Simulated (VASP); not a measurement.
# RuPtN2 with PBE + TS: from relaxation to properties, part 3 of 5

What structure does RuPtN2 take at this level, and what are its properties? The cell is invented: it takes the structure of a Materials Project entry for RuN (space group 216 there), with some of its atoms replaced by other elements, volume scaled by an estimate. It may not be a known or stable phase.

VASP 6.6.1, plane waves and PAW; the level of theory is named at each step.

Still holding for the runs below: This run has no spin polarisation, although Ru can carry a moment.

So far. Step 3 (Full relaxation (PBE + TS)): It ends with a largest force of 0.002 eV/Å and a pressure of 0.02 GPa. Step 4 (Density, ELF and potential (PBE + TS)): In this run the pressure is 0.03 GPa, small enough to go on. The relaxed cell has a = 3.233, c = 4.743 Å (conventional setting).

### 5. Band structure (PBE + TS)

Level of this step: PBE with TS, no spin polarisation; plane waves and PAW (Pt, Ru_pv, N); invented cell (VASP).

Levels along the symmetry lines show where the bands peak and cross; KPOINTS_OPT computes them in the converged potential.

INCAR reads:

```
SYSTEM = RuPtN2
PREC = Accurate
ENCUT = 520
EDIFF = 1E-06
NELM = 100
ISMEAR = -1
SIGMA = 0.05
LREAL = .FALSE.
ALGO = Normal
GGA = PE
IVDW = 20
NBANDS = 31
LORBIT = 11
LWAVE = .FALSE.
LCHARG = .FALSE.
KPAR = 2
```

POSCAR reads:

```
RuPtN2
1.0
    3.2329769831      0.0000000000      0.0000000000
    0.0000000000      3.2329769831      0.0000000000
    0.0000000000      0.0000000000      4.7428489493
Pt Ru N
1 1 2
Direct
    0.0000000000      0.0000000000      0.0000000000
    0.5000000000      0.5000000000      0.5000000000
    0.0000000000      0.5000000000      0.7265014171
    0.5000000000      0.0000000000      0.2734985829
```

KPOINTS reads:

```
Automatic mesh
0
Gamma
6 6 4
0 0 0
```

KPOINTS_OPT reads:

```
Line mode
16
Line-mode
Reciprocal
  0.00000000   0.00000000   0.00000000 GAMMA
  0.00000000   0.50000000   0.00000000 X

  0.00000000   0.50000000   0.00000000 X
  0.50000000   0.50000000   0.00000000 M

  0.50000000   0.50000000   0.00000000 M
  0.00000000   0.00000000   0.00000000 GAMMA

  0.00000000   0.00000000   0.00000000 GAMMA
  0.00000000   0.00000000   0.50000000 Z

  0.00000000   0.00000000   0.50000000 Z
  0.00000000   0.50000000   0.50000000 R

  0.00000000   0.50000000   0.50000000 R
  0.50000000   0.50000000   0.50000000 A

  0.50000000   0.50000000   0.50000000 A
  0.00000000   0.00000000   0.50000000 Z

  0.00000000   0.50000000   0.00000000 X
  0.00000000   0.50000000   0.50000000 R

  0.50000000   0.50000000   0.00000000 M
  0.50000000   0.50000000   0.50000000 A
```

Potentials, in the order of the species: Pt, Ru_pv and N (PBE family, release 64).

Run with:

```bash
mpirun -np 2 vasp_std
```

Numbers of over 12 decimals in the logs are rounded to 6 here.

Output:

```text
[... set-up lines as in an earlier step ...]
 entering main loop
       N       E                     dE             d eps       ncg     rms          rms(c)
DAV:   1     0.278757192924E+03    0.27876E+03   -0.18177E+04  1884   0.109E+03
DAV:   2    -0.221699878812E+02   -0.30093E+03   -0.28321E+03  2119   0.323E+02
DAV:   3    -0.339791902248E+02   -0.11809E+02   -0.11631E+02  2246   0.672E+01
DAV:   4    -0.340607125391E+02   -0.81522E-01   -0.81421E-01  2049   0.597E+00
DAV:   5    -0.340614203607E+02   -0.70782E-03   -0.70780E-03  2022   0.538E-01    0.352E+01
DAV:   6    -0.307162897875E+02    0.33451E+01   -0.13625E+01  2029   0.326E+01    0.158E+01
DAV:   7    -0.296994984590E+02    0.10168E+01   -0.33226E+00  1938   0.180E+01    0.130E+01
DAV:   8    -0.300994416618E+02   -0.39994E+00   -0.20210E+00  2035   0.115E+01    0.744E+00
DAV:   9    -0.295624685653E+02    0.53697E+00   -0.15944E+00  2014   0.853E+00    0.793E-01
DAV:  10    -0.295598781167E+02    0.25904E-02   -0.23559E-02  2049   0.897E-01    0.260E-01
DAV:  11    -0.295599002897E+02   -0.22173E-04   -0.86583E-04  2091   0.180E-01    0.124E-01
DAV:  12    -0.295599343464E+02   -0.34057E-04   -0.10023E-04  2014   0.670E-02    0.331E-02
DAV:  13    -0.295599370630E+02   -0.27166E-05   -0.14999E-05  2036   0.297E-02    0.901E-03
DAV:  14    -0.295599381066E+02   -0.10437E-05   -0.16048E-06  1783   0.790E-03    0.325E-03
DAV:  15    -0.295599381845E+02   -0.77871E-07   -0.13900E-07  1170   0.237E-03
 augmentation electrons   34.190652
 total        electrons   34.190652
 augmentation electrons   4128.05943842270
 total        electrons   4128.05943842270
 augmentation electrons   8.844385
 soft         electrons   25.346267
 total        electrons   34.190652
 translations:           2           2           1
   1 F= -.30799810E+02 E0= -.30788066E+02  d E =-.234892E-01
 Start KPOINTS_OPT (optional k-point list driver)
k-point batch [1-30\144]
       N       E                     dE             ncg
DAV:   1     0.531022698842E+04   -0.19935E+05     1884
DAV:   2    -0.356839196450E+04   -0.88786E+04     2091
DAV:   3    -0.388446417743E+04   -0.31607E+03     2290
DAV:   4    -0.388680687535E+04   -0.23427E+01     1902
DAV:   5    -0.388683257700E+04   -0.25702E-01     2174
DAV:   6    -0.388683305006E+04   -0.47306E-03     2194
DAV:   7    -0.388683305999E+04   -0.99338E-05     2199
DAV:   8    -0.388683306020E+04   -0.21343E-06     1573
[...]
k-point batch [121-144\144]
       N       E                     dE             ncg
DAV:   1     0.104306915488E+05   -0.28403E+05     1512
DAV:   2     0.353967966617E+04   -0.68910E+04     1699
DAV:   3     0.329010887898E+04   -0.24957E+03     1804
DAV:   4     0.328827301504E+04   -0.18359E+01     1545
DAV:   5     0.328825287239E+04   -0.20143E-01     1694
DAV:   6     0.328825250347E+04   -0.36892E-03     1713
DAV:   7     0.328825249570E+04   -0.77684E-05     1694
DAV:   8     0.328825249554E+04   -0.15866E-06     1299
```

Wall time 49 s (2 MPI ranks of AMD EPYC 9R14 (Zen 4), shared host); peak memory 0.38 GiB.

From OUTCAR (step 5):

```text
   k-points           NKPTS =     30   k-points in BZ     NKDIM =     30   number of bands    NBANDS=     31

   NELECT =      34.0000    total number of electrons

 E-fermi :   9.0088

 k-point     1 :       0.0000    0.0000    0.0000
  band No.  band energies     occupation
    ...
     14       6.1680      2.00000
     15       7.3871      2.00000
     16       8.1428      2.00000
     17       8.3805      1.99999
     18       8.3805      1.99999
     19       9.3398      0.00266
     20      12.4529      0.00000
     21      12.6904      0.00000
     22      12.6904      0.00000
     23      16.8350      0.00000
    ...

  Hirshfeld charges:
            ion         q(e)
   ------------------------------
      1     Pt       0.26678738
      2     Ru       0.27836827
      3     N       -0.27257783
      4     N       -0.27257783

  Edisp (eV):   -1.23987

  Total       0.01247     0.01247     0.00037     0.00000     0.00000     0.00000
  in kB       0.40298     0.40298     0.01204     0.00000     0.00000     0.00000
  external pressure =        0.27 kB  Pullay stress =        0.00 kB

 POSITION                                       TOTAL-FORCE (eV/Angst)
 -----------------------------------------------------------------------------------
      0.00000      0.00000      0.00000        -0.000000     -0.000000      0.000000
      1.61649      1.61649      2.37142        -0.000000      0.000000      0.000000
      0.00000      1.61649      3.44569         0.000000     -0.000000     -0.002288
      1.61649      0.00000      1.29716        -0.000000     -0.000000      0.002288
 -----------------------------------------------------------------------------------
    total drift:                                0.000000      0.000000     -0.000000

  FREE ENERGIE OF THE ION-ELECTRON SYSTEM (eV)
  ---------------------------------------------------
  free  energy   TOTEN  =       -30.7998104824 eV

  energy  without entropy=      -30.7763212853  energy(sigma->0) =      -30.78806588

[... 9 parts as in an earlier step ...]

[... 8 further parts left out ...]
```

Spin-orbit coupling is off here; with elements this heavy it splits and shifts levels by tenths of an eV or more.

This step gave:

| Quantity | Value |
| --- | --- |
| SCF cycles | 15 |
| bands | 31 |
| pressure | 0.02727 GPa |

The electronic bands at the labelled points (eV, zero at the Fermi level; # counts the bands kept, so #1 is VASP's band 6):

| point | #9 | #10 | #11 | #12 | #13 | #14 | #15 | #16 |
| --- | --- | --- | --- | --- | --- | --- | --- | --- |
| Γ | -2.84 | -1.62 | -0.87 | -0.63 | -0.63 | 0.33 | 3.44 | 3.68 |
| X | -2.53 | -2.17 | -1.42 | -0.31 | 0.50 | 0.99 | 1.98 | 2.87 |
| M | -2.25 | -1.96 | -1.23 | -1.03 | -0.47 | -0.34 | -0.34 | 0.40 |
| Γ | -2.84 | -1.62 | -0.87 | -0.63 | -0.63 | 0.33 | 3.44 | 3.68 |
| Z | -2.72 | -1.78 | 0.94 | 0.94 | 1.64 | 2.31 | 2.67 | 2.85 |
| R | -2.21 | -2.06 | -1.74 | -1.67 | 0.95 | 1.16 | 2.36 | 2.53 |
| A | -3.14 | -2.64 | -1.73 | -1.05 | -0.31 | -0.31 | 1.23 | 1.52 |
| Z | -2.72 | -1.78 | 0.94 | 0.94 | 1.64 | 2.31 | 2.67 | 2.85 |
| jump to X | -2.53 | -2.17 | -1.42 | -0.31 | 0.50 | 0.99 | 1.98 | 2.87 |
| R | -2.21 | -2.06 | -1.74 | -1.67 | 0.95 | 1.16 | 2.36 | 2.53 |
| jump to M | -2.25 | -1.96 | -1.23 | -1.03 | -0.47 | -0.34 | -0.34 | 0.40 |
| A | -3.14 | -2.64 | -1.73 | -1.05 | -0.31 | -0.31 | 1.23 | 1.52 |

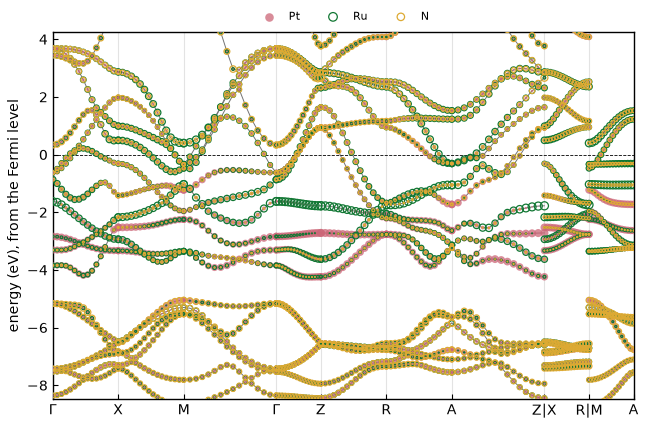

Electronic bands along the path; dots are coloured as in the legend, and their area grows with the weight.

There is no gap at this level.

### 6. Total and projected DOS (PBE + TS)

A density of states needs more k-points than a total energy; ISMEAR = -5 takes tetrahedra, and LORBIT projects the states on the PAW spheres. The mesh is finer than in the run before.

Changes to INCAR since step 5:

```diff
@@ -5,3 +5,3 @@
 NELM = 100
-ISMEAR = -1
+ISMEAR = -5
 SIGMA = 0.05
@@ -16 +16,2 @@
 KPAR = 2
+NEDOS = 2001
```

POSCAR is that of step 5.

KPOINTS reads:

```
Automatic mesh
0
Gamma
9 9 6
0 0 0
```

Run with:

```bash
mpirun -np 2 vasp_std
```

Output:

```text
[... set-up lines as in an earlier step ...]
 entering main loop
       N       E                     dE             d eps       ncg     rms          rms(c)
DAV:   1     0.275003240205E+03    0.27500E+03   -0.18263E+04  3808   0.109E+03
DAV:   2    -0.225531716939E+02   -0.29756E+03   -0.28048E+03  4227   0.321E+02
DAV:   3    -0.339625419768E+02   -0.11409E+02   -0.11250E+02  4463   0.662E+01
DAV:   4    -0.340413771979E+02   -0.78835E-01   -0.78818E-01  4121   0.584E+00
DAV:   5    -0.340420925707E+02   -0.71537E-03   -0.71668E-03  3945   0.541E-01    0.352E+01
DAV:   6    -0.307799880675E+02    0.32621E+01   -0.14391E+01  4091   0.329E+01    0.158E+01
DAV:   7    -0.297056912272E+02    0.10743E+01   -0.35953E+00  3804   0.186E+01    0.133E+01
DAV:   8    -0.301009383615E+02   -0.39525E+00   -0.21846E+00  4133   0.119E+01    0.757E+00
DAV:   9    -0.295581241489E+02    0.54281E+00   -0.14944E+00  4084   0.848E+00    0.960E-01
DAV:  10    -0.295554711068E+02    0.26530E-02   -0.24943E-02  4105   0.931E-01    0.249E-01
DAV:  11    -0.295555979129E+02   -0.12681E-03   -0.82057E-04  4147   0.175E-01    0.128E-01
DAV:  12    -0.295556062838E+02   -0.83709E-05   -0.88910E-05  4007   0.634E-02    0.331E-02
DAV:  13    -0.295556302000E+02   -0.23916E-04   -0.15387E-05  4141   0.310E-02    0.943E-03
DAV:  14    -0.295556261957E+02    0.40042E-05   -0.15136E-06  3496   0.792E-03    0.323E-03
DAV:  15    -0.295556251370E+02    0.10587E-05   -0.17288E-07  2447   0.259E-03    0.107E-03
DAV:  16    -0.295556255817E+02   -0.44466E-06   -0.38514E-08  2035   0.112E-03
 augmentation electrons   34.190603
 total        electrons   34.190603
 augmentation electrons   4128.05943842270
 total        electrons   4128.05943842270
 augmentation electrons   8.845208
 soft         electrons   25.345396
 total        electrons   34.190603
 translations:           2           2           1
   1 F= -.30795299E+02 E0= -.30795299E+02  d E =0.000000E+00
 -----------------------------------------------------------------------------
|                                                                             |
|           W    W    AA    RRRRR   N    N  II  N    N   GGGG   !!!           |
|           W    W   A  A   R    R  NN   N  II  NN   N  G    G  !!!           |
|           W    W  A    A  R    R  N N  N  II  N N  N  G       !!!           |
|           W WW W  AAAAAA  RRRRR   N  N N  II  N  N N  G  GGG   !            |
|           WW  WW  A    A  R   R   N   NN  II  N   NN  G    G                |
|           W    W  A    A  R    R  N    N  II  N    N   GGGG   !!!           |
|                                                                             |
|     Tetrahedron method does not include variations of the Fermi             |
|     occupations, so forces and stress will be inaccurate. We suggest        |
|     using a different smearing scheme ISMEAR = 1 or 2 for metals in         |
|     relaxations.                                                            |
|                                                                             |
 -----------------------------------------------------------------------------
```

The job ended after 35 s (2 MPI ranks; peak memory 0.39 GiB).

OUTCAR, selected parts (step 6):

```text
   k-points           NKPTS =     60   k-points in BZ     NKDIM =     60   number of bands    NBANDS=     31

   NELECT =      34.0000    total number of electrons

 E-fermi :   9.0692

 k-point     1 :       0.0000    0.0000    0.0000
  band No.  band energies     occupation
    ...
     14       6.1694      2.00000
     15       7.3927      2.00000
     16       8.1514      2.00000
     17       8.3829      2.00000
     18       8.3829      2.28267
     19       9.3395      0.00000
     20      12.4537      0.00000
     21      12.6930      0.00000
     22      12.6930      0.00000
     23      16.8369      0.00000
    ...

  Hirshfeld charges:
            ion         q(e)
   ------------------------------
      1     Pt       0.26642824
      2     Ru       0.27746088
      3     N       -0.27194456
      4     N       -0.27194456

  Edisp (eV):   -1.23967

  Total       0.00654     0.00654     0.06375     0.00000     0.00000     0.00000
  in kB       0.21145     0.21145     2.06022     0.00000     0.00000     0.00000
  external pressure =        0.83 kB  Pullay stress =        0.00 kB

 POSITION                                       TOTAL-FORCE (eV/Angst)
 -----------------------------------------------------------------------------------
      0.00000      0.00000      0.00000         0.000000     -0.000000      0.000000
      1.61649      1.61649      2.37142        -0.000000      0.000000      0.000000
      0.00000      1.61649      3.44569        -0.000000     -0.000000     -0.028033
      1.61649      0.00000      1.29716         0.000000     -0.000000      0.028033
 -----------------------------------------------------------------------------------
    total drift:                                0.000000      0.000000     -0.000000

  FREE ENERGIE OF THE ION-ELECTRON SYSTEM (eV)
  ---------------------------------------------------
  free  energy   TOTEN  =       -30.7952985204 eV

  energy  without entropy=      -30.7952985204  energy(sigma->0) =      -30.79529852

[... 7 parts as in an earlier step ...]

[... 10 further parts left out ...]
```

With tetrahedra the forces and stress of a metal are not exact derivatives of the energy.

Numbers from this step:

```yaml
scf_cycles: 16
irreducible_k_points: 60
fermi_energy: 9.069 eV
pressure: 0.08277 GPa
dos_at_the_fermi_level: 1.893 states/eV/cell
```

The density of states has structure finer than the step of the table below, so its rows give means over 1 eV, whole bins alone (the curve runs from -12.0 to 7.97 eV). Peaks (eV: height): total -7.3: 5.84, -6.8: 7.82, -6.7: 6.18, -2.8: 6.78; Pt d -6.9: 2.00, -3.7: 2.89, -3.3: 3.02, -2.8: 4.55; Ru d -7.3: 1.34, -6.8: 1.59, -2.2: 2.89, -1.5: 2.19; N p -7.7: 1.61, -7.3: 1.80, -6.8: 2.49, -6.7: 2.01.

States under -12.0 eV and over 8.0 eV are left out. The density of states by energy, zero at the Fermi level; means over each step; values in states/eV/cell:

| energy (eV) | total | Pt d | Ru d | N p |
| --- | --- | --- | --- | --- |
| -10 | 0 | 0 | 0 | 0 |
| -9 | 0.0557 | 0.00746 | 0.00962 | 0.0152 |
| -8 | 2.53 | 0.442 | 0.393 | 0.717 |
| -7 | 5.44 | 1.30 | 1.04 | 1.71 |
| -6 | 3.49 | 0.725 | 0.529 | 1.27 |
| -5 | 0.395 | 0.0818 | 0.0517 | 0.159 |
| -4 | 1.89 | 1.06 | 0.317 | 0.0898 |
| -3 | 4.11 | 2.43 | 0.947 | 0.204 |
| -2 | 2.75 | 0.862 | 1.41 | 0.129 |
| -1 | 2.30 | 0.664 | 0.855 | 0.286 |
| 0 | 1.98 | 0.624 | 0.588 | 0.325 |
| 1 | 3.32 | 0.653 | 1.11 | 0.686 |
| 2 | 2.27 | 0.278 | 0.858 | 0.534 |
| 3 | 1.81 | 0.179 | 0.639 | 0.552 |
| 4 | 0.741 | 0.0335 | 0.0715 | 0.171 |
| 5 | 0.572 | 0.0249 | 0.0238 | 0.107 |
| 6 | 0.642 | 0.0339 | 0.0267 | 0.0911 |
| 7 | 0.922 | 0.0630 | 0.0531 | 0.138 |

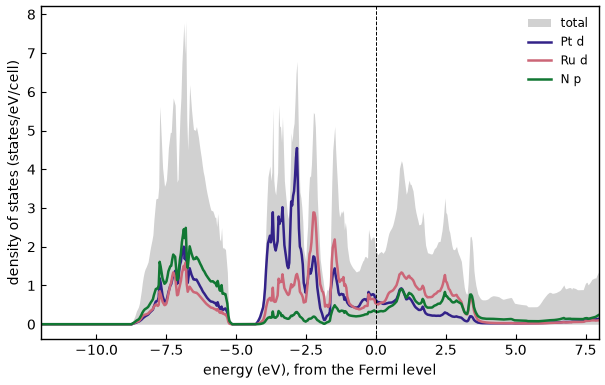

Density of states, plotted against energy.

The finer mesh and the other smearing move the Fermi level by +0.06 eV from the 6×6×4 run, one measure of the sampling error in the zero of the bands above. Of the states within 0.3 eV of the Fermi level, the largest shares in the PAW spheres are Pt d 32 %, Ru d 29 % and N p 16 %. The rest lies in smaller channels or between the spheres.

[end of part 3 of 5]

[Lines on the potential files, build, host, timing and source positions are cut from VASP's logs without a mark.]

[Logs are printed without paths, hosts, clocks, repeated set-up lines and the standing remarks that a program may print on its own settings, such as how far it seeks lower states.]

[Hosts, paths, dates, database ids (printed as entryN), source tags and the programs' standing remarks are cut or masked in the printed files.]

[A measured line is paired with the nearest computed mode of its activity, which favours agreement.]

[In band tables of VASP the shares of atoms and orbitals are scaled to a sum of 1 inside the atoms' spheres.]
